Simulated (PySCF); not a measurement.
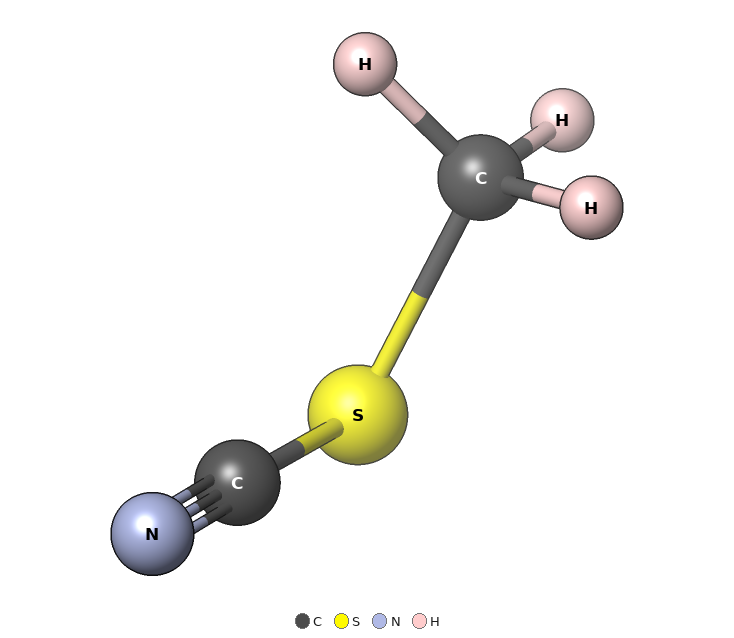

Atoms fade into the background with distance from the viewer. The computed structure is the end point of a PBE0-D3(BJ)/def2-SVP optimisation. No frequency run is at hand to confirm it as a minimum.

Which symmetry elements does this geometry have?

It has 1 mirror plane, so the point group is Cs. The group has 2 operations. The geometry is achiral, and symmetry allows a dipole moment.
